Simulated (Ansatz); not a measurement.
# FH$_{9}$Si$_{4}$···H$_{2}$O···Cl···H: what the fields show

| atom | x (Å) | y (Å) | z (Å) |
| --- | --- | --- | --- |
| Si | -0.6678 | -0.0943 | -0.3049 |
| Si | 1.2578 | 1.1591 | -1.3044 |
| Si | -1.9709 | -0.0662 | 1.6376 |
| Si | -0.2935 | -2.0764 | -1.4865 |
| F | -1.5350 | 0.8698 | -1.3311 |
| H | 1.2238 | 0.5582 | 1.8641 |
| Cl | 0.9692 | -1.2736 | 1.3323 |
| H | 0.6492 | 1.1743 | 0.4275 |
| O | 1.1123 | 1.5340 | 1.6088 |
| H | 2.6185 | 0.7387 | -0.8923 |
| H | 0.9165 | 0.6254 | -2.6429 |
| H | 1.1569 | 2.6419 | -1.3065 |
| H | -3.2574 | 0.6316 | 1.3608 |
| H | -2.2432 | -1.4819 | 1.9887 |
| H | -1.2834 | 0.6183 | 2.7586 |
| H | -0.7468 | -3.2264 | -0.6660 |
| H | 1.1535 | -2.2035 | -1.7978 |
| H | -1.0546 | -2.0445 | -2.7677 |
| H | 1.9950 | 1.9158 | 1.5218 |

A transition-state structure; geometry: PBE0-D4/def2-TZVP.

Computed with RKS PBE0-D4/def2-TZVPP in Ansatz.

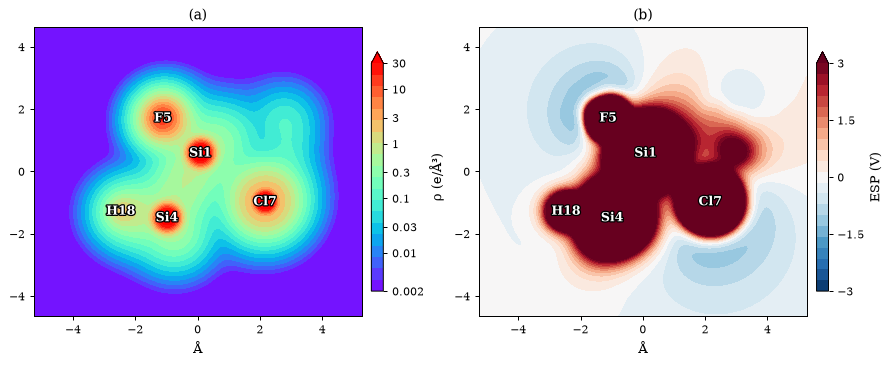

Figure 1. (a) total electron density; (b) electrostatic potential on the plane of atoms Si1, Si4 and H18.

**Read the bonding off the picture.**

Atoms in the plane: Si, F, Cl and H.
Si–F (1.65 Å): ρ at the midpoint is about 1 e/Å³.
Si–Si (2.34 Å): ρ at the midpoint is about 0.64 e/Å³.
Si–H (1.49 Å): ρ at the midpoint is about 0.8 e/Å³.
Outside the dense part of the complex the potential is most negative (−1.2 V) near F5.

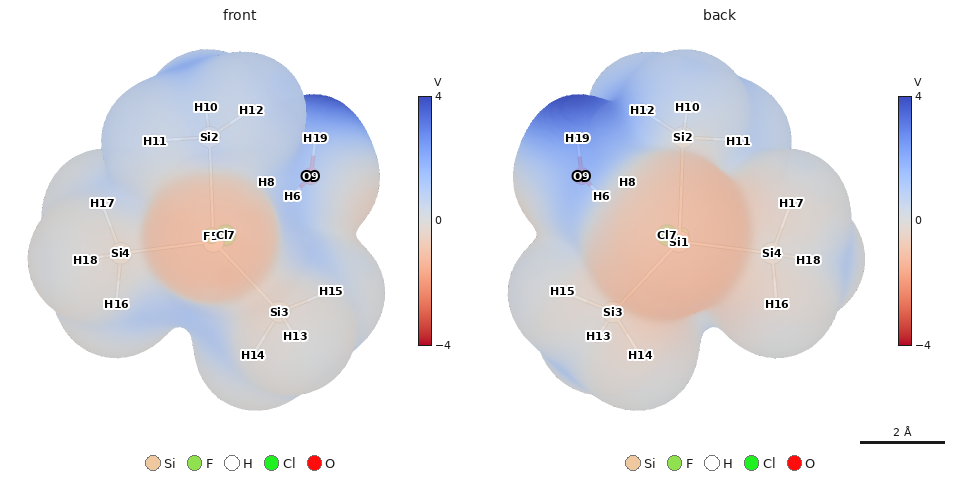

Figure 2. The molecular electrostatic potential painted on the density surface at 0.002 e/bohr³, seen from the front and from behind; the colour scale runs from red (negative) to blue (positive).

**Where is the surface potential most negative and most positive?**

The most negative region (about −1.2 V, or −28 kcal/mol for a unit charge) lies over Cl7, the most positive (about +3.7 V, or +85 kcal/mol for a unit charge) over H19.

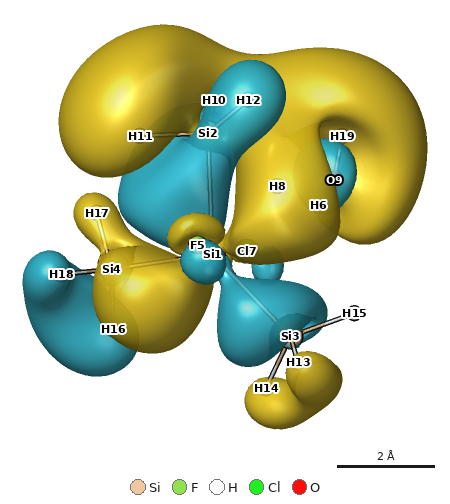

Figure 3. The LUMO at ±0.04 Å⁻³ᐟ² (yellow and cyan are the two phases), seen across its widest extent.

**Describe this orbital and give its energy.**

It lies mainly on Si2 (about 25 %), Si1 (about 15 %), H8 (about 10 %), O9 (about 10 %), H11 (about 10 %) and Si4 (about 10 %). Its energy is −1.42 eV.
